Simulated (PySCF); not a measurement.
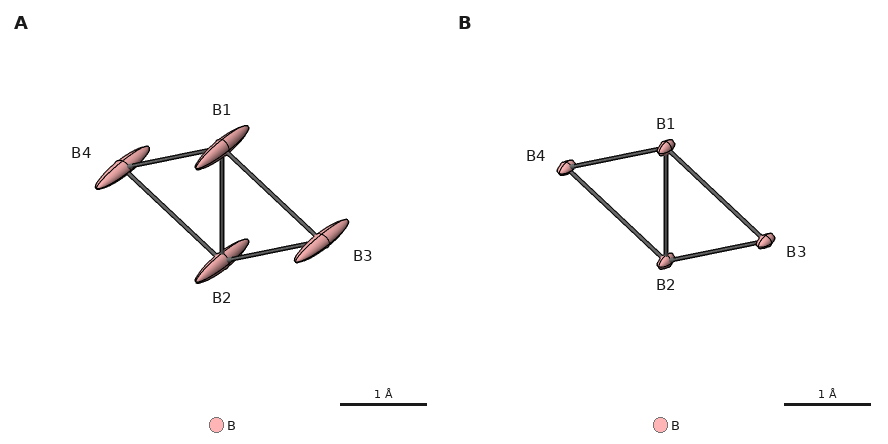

Displacement ellipsoids at the 50 % level, scaled by 1.5, from the internal vibrations of the free molecule (harmonic, no overall translation or rotation; no half-axis is drawn under 0.075 Å). Charge +1, quartet. Vibrations computed with UKS-based PBE0, B def2-TZVP; non-relativistic; density fitting (PySCF 2.14.0). One panel is for 0 K (zero-point motion alone), the other for 900 K.

Which panel is for 900 K?

A.

How much does the mean-square displacement of B3 grow, and why?

U_eq goes from 0.0021 to 0.0193 Å², a factor of 9.3. Modes below kT (626 cm⁻¹ at 900 K) grow about in proportion to T, and the lowest lies at 94 cm⁻¹; the mean-square amplitude of a mode is its zero-point value times coth(ħω/2kT), which comes close to 1 only above about 3kT.

This isn't the lowest structure that the search found: a doublet minimum of D2h symmetry lies 99 kJ/mol lower at the level of the geometry.
